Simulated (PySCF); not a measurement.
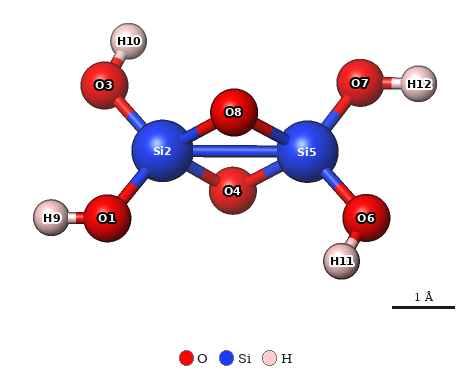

Fig. 1: The input geometry (ball-and-stick view, seen at a tilt; atoms are numbered from 1 in the order of the input).

# Geometry relaxation of Si2H4O6

The run: geometry relaxation of Si2H4O6. Method and program: PBE0-D3(BJ)/def2-SVP geometry optimisation, gas phase (PySCF 2.14.0).

What the program printed
```
step   0  E = -1031.84428721  max force = 0.046870
step   1  E = -1031.85299613  max force = 0.004610
step   2  E = -1031.85318570  max force = 0.001431
step   3  E = -1031.85321874  max force = 0.000815
step   4  E = -1031.85322671  max force = 0.000433
optimisation converged
```

Trajectory as extended XYZ (Å, eV, eV/Å), 5 frames, from step=0 to step=4
```
12
Properties=species:S:1:pos:R:3:forces:R:3 step=0 energy=-28077.91321
O     2.2903    0.6739   -0.6085   -1.5335   1.3363   0.1661
Si    1.1249   -0.3237   -0.1293    0.6135   0.2598   0.2532
O     1.7321   -1.7814    0.1286    1.1369  -0.7989   0.0256
O    -0.1844   -0.3072   -1.1029   -1.2827  -0.2166  -1.5317
Si   -1.1338    0.3117    0.1207    1.2063   0.5593  -0.0406
O    -1.7536    1.7826   -0.1459   -1.1638  -0.3300   0.2507
O    -2.2625   -0.6969    0.6237   -1.0793  -0.6429   0.3290
O     0.2321    0.3112    1.0992   -0.4511   0.4367   1.1244
H     3.1312    0.3420   -0.7705    2.4101  -0.9078  -0.4679
H     1.1609   -2.4779    0.4304   -0.3435  -0.4164   0.1671
H    -1.1719    2.4642   -0.4385    0.6546   0.7656  -0.3173
H    -3.1268   -0.3261    0.8102   -0.1675  -0.0451   0.0416
12
Properties=species:S:1:pos:R:3:forces:R:3 step=1 energy=-28078.15019
O     2.3919    0.6546   -0.6312   -0.0765   0.1405  -0.0200
Si    1.1932   -0.3332   -0.1328    0.1144   0.0110  -0.0276
O     1.8819   -1.7953    0.1183   -0.0306  -0.1008   0.0462
O    -0.1784   -0.3233   -1.1093   -0.0488   0.0288   0.0149
Si   -1.0968    0.3140    0.1536   -0.2371  -0.0533  -0.0876
O    -1.8035    1.7691   -0.1040    0.1625   0.1199  -0.0394
O    -2.3001   -0.6728    0.6487    0.1033  -0.1227   0.0387
O     0.2740    0.3041    1.1279    0.0582   0.0208   0.0601
H     3.2628    0.2797   -0.7847   -0.0489  -0.0751   0.0340
H     1.3132   -2.5158    0.4067    0.0130   0.0153  -0.0138
H    -1.2350    2.4897   -0.3961   -0.0588  -0.0357   0.0258
H    -3.1649   -0.2810    0.7979    0.0493   0.0514  -0.0312
12
Properties=species:S:1:pos:R:3:forces:R:3 step=2 energy=-28078.15535
O     2.3788    0.6685   -0.6339   -0.0059   0.0665  -0.0243
Si    1.1929   -0.3322   -0.1344   -0.0416  -0.0392   0.0446
O     1.8758   -1.7981    0.1204    0.0269   0.0065  -0.0015
O    -0.1800   -0.3254   -1.1099   -0.0320   0.0046  -0.0164
Si   -1.0978    0.3099    0.1526   -0.0649   0.0352  -0.0736
O    -1.7910    1.7722   -0.1057    0.0508  -0.0004   0.0032
O    -2.2919   -0.6838    0.6516    0.0491  -0.0659   0.0247
O     0.2742    0.3029    1.1276    0.0361   0.0060   0.0399
H     3.2467    0.2857   -0.7833    0.0173  -0.0429   0.0091
H     1.3038   -2.5158    0.4078   -0.0056   0.0102  -0.0084
H    -1.2198    2.4903   -0.3950   -0.0114  -0.0115   0.0109
H    -3.1534   -0.2847    0.7971   -0.0188   0.0310  -0.0082
12
Properties=species:S:1:pos:R:3:forces:R:3 step=3 energy=-28078.15625
O     2.3748    0.6724   -0.6378    0.0144   0.0404  -0.0263
Si    1.1903   -0.3295   -0.1359   -0.0362  -0.0188   0.0419
O     1.8793   -1.7928    0.1172    0.0182   0.0057  -0.0041
O    -0.1839   -0.3256   -1.1109   -0.0082   0.0009   0.0015
Si   -1.1002    0.3081    0.1526    0.0028   0.0366  -0.0380
O    -1.7886    1.7723   -0.1032   -0.0053  -0.0256   0.0117
O    -2.2886   -0.6900    0.6558   -0.0017  -0.0153   0.0172
O     0.2733    0.3038    1.1280    0.0177  -0.0100  -0.0057
H     3.2398    0.2799   -0.7827    0.0098  -0.0165   0.0052
H     1.3081   -2.5114    0.4034   -0.0072  -0.0061  -0.0028
H    -1.2162    2.4897   -0.3900    0.0067   0.0054   0.0027
H    -3.1496   -0.2874    0.7984   -0.0110   0.0031  -0.0033
12
Properties=species:S:1:pos:R:3:forces:R:3 step=4 energy=-28078.15647
O     2.3735    0.6753   -0.6429    0.0078   0.0110  -0.0165
Si    1.1897   -0.3274   -0.1375   -0.0123  -0.0036   0.0223
O     1.8826   -1.7894    0.1137    0.0038   0.0019  -0.0010
O    -0.1860   -0.3252   -1.1110   -0.0014   0.0007   0.0033
Si   -1.1010    0.3075    0.1535    0.0149   0.0104  -0.0097
O    -1.7906    1.7709   -0.0991   -0.0144  -0.0110   0.0050
O    -2.2866   -0.6932    0.6600   -0.0115   0.0069   0.0103
O     0.2743    0.3046    1.1276    0.0067  -0.0096  -0.0129
H     3.2370    0.2774   -0.7846    0.0022  -0.0016   0.0037
H     1.3123   -2.5094    0.3986   -0.0010  -0.0033  -0.0036
H    -1.2187    2.4894   -0.3841    0.0047   0.0055   0.0023
H    -3.1482   -0.2907    0.8010    0.0004  -0.0072  -0.0031
```

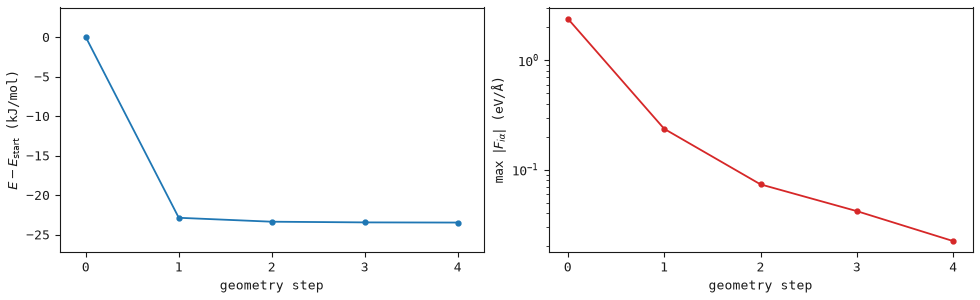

Fig. 2: Progress of the relaxation, step by step (steps are counted from 0).

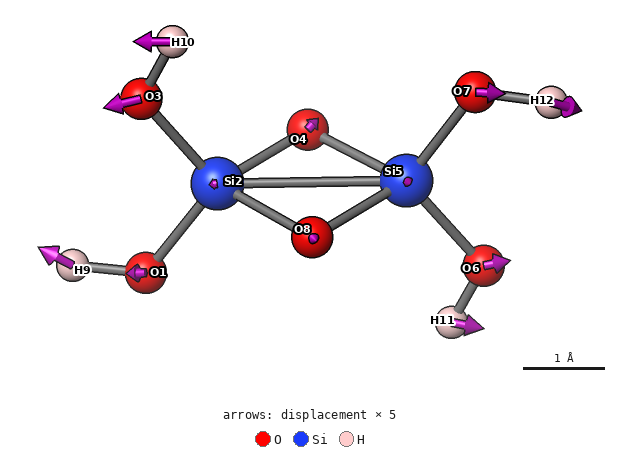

Fig. 3: The starting structure with the displacements as pink arrows, magnified 5 times (ball-and-stick view, seen at a tilt). The two geometries are laid on each other by the best rigid fit. The largest moves after the best rigid fit, 0.10 Å, are those of O3, H9, H10 and H12. By element the largest moves are H 0.10 Å, O 0.10 Å, Si 0.02 Å. Among the contacts that change: Si2–O4 1.632 → 1.685 Å, O1–H9 0.918 → 0.961 Å, Si2–O8 1.646 → 1.685 Å, Si2–O3 1.600 → 1.637 Å. Among the angles that change: O6–Si5–O7 110.8° → 106.9°, Si2–O1–H9 119.5° → 116.3°, O1–Si2–O3 109.8° → 106.8°. The energy falls by 23.5 kJ/mol in 4 geometry steps. The largest force component goes from 2.4 to 0.022 eV/Å. (Atoms are counted from 1 in the order of the input.)

This output came from the following input.

The input
```
{"job": {"xc": "PBE0", "basis": "def2-SVP", "d3": "d3bj", "grid": 2, "kind": "geom", "shake": 0.01}, "charge": 0, "multiplicity": 1}
O      2.290307     0.673919    -0.608501
Si     1.124912    -0.323684    -0.129314
O      1.732084    -1.781432     0.128623
O     -0.184434    -0.307206    -1.102899
Si    -1.133774     0.311666     0.120661
O     -1.753624     1.782625    -0.145941
O     -2.262541    -0.696931     0.623682
O      0.232064     0.311204     1.099162
H      3.131201     0.342036    -0.770536
H      1.160901    -2.477908     0.430406
H     -1.171846     2.464181    -0.438547
H     -3.126761    -0.326054     0.810205
```

The first line tells a small driver script what to run in PySCF; the rest is the geometry in Å.

Launch command:
```bash
OMP_NUM_THREADS=1 python <driver script> task.json out
```

Results in brief

| quantity | value |
| --- | --- |
| outcome | converged |
| total energy | −1031.853227 hartree |
| dipole moment | 0.01 D |
| point group | Ci |
| hardware | 1 CPU thread, shared host |
| wall time | 78 s |
| peak memory | 0.71 GiB |
